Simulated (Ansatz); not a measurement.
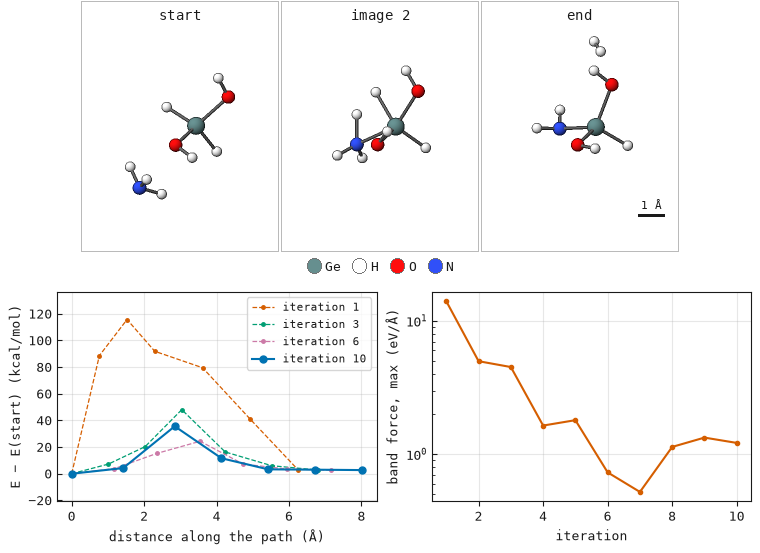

NEB run on GeNH₇O₂. Images are numbered from 0 (start) to 6 (end). The plot follows the band through its iterations. A ball-and-stick model, seen from a free direction.

Theory: Ansatz, RKS PBE-D4/def2-SVP. Set-up: 5 movable images; climbing image; force threshold 0.05 eV/Å; iteration limit 10; starting path through a guess of the saddle point.

Judge this run.

The result isn't final. The band hadn't converged when the run stopped after 10 iterations. The largest component of the band force went from 14 to 1.2 eV/Å. The barrier read from it is provisional: over the last two iterations the highest image moved from 19.4 kcal/mol to 35.6 kcal/mol. The iteration limit was low. The first iteration put the highest image at 115.7 kcal/mol. The energy climbs by 35.6 kcal/mol to image 2 and then falls by 32.9 kcal/mol, so the end point sits at +2.7 kcal/mol.

Cost: 48 s on 4 threads of Arm Neoverse V2, on a shared host, peak memory 0.16 GiB.
